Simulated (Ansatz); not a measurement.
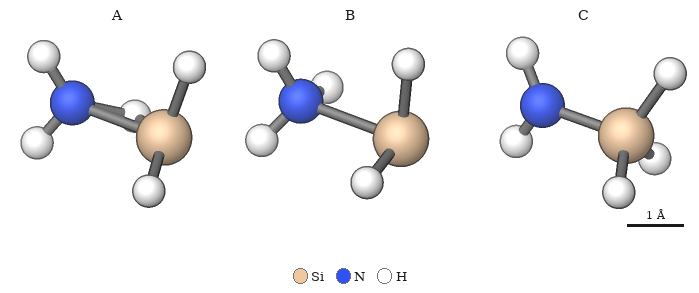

3 geometries from a converged minimum-energy path of SiNH5, shuffled. The picture is a ball-and-stick view, seen from a free direction.

Level of theory: RKS PBE0-D4/def2-SVP (Ansatz 0.2.0). Settings: 7 movable images; climbing image; force threshold 0.05 eV/Å; iteration limit 60; starting path through a guess of the saddle point.

Question: One of them is the converged climbing image. Which?

Answer: A. In order along the path, whose images run from 0 to 8: C (image 2, +0.38 eV), A (image 4, +2.96 eV), B (image 6, +1.53 eV). A hydrogen atom shifts from one atom to another. Breaking: H–Si (1.49 → 2.60 Å). Forming: H–N (2.61 → 1.02 Å).

Cost: 93 s on 1 thread of Intel(R) Xeon(R) 6975P-C (Granite Rapids) (shared host), peak memory 0.12 GiB.
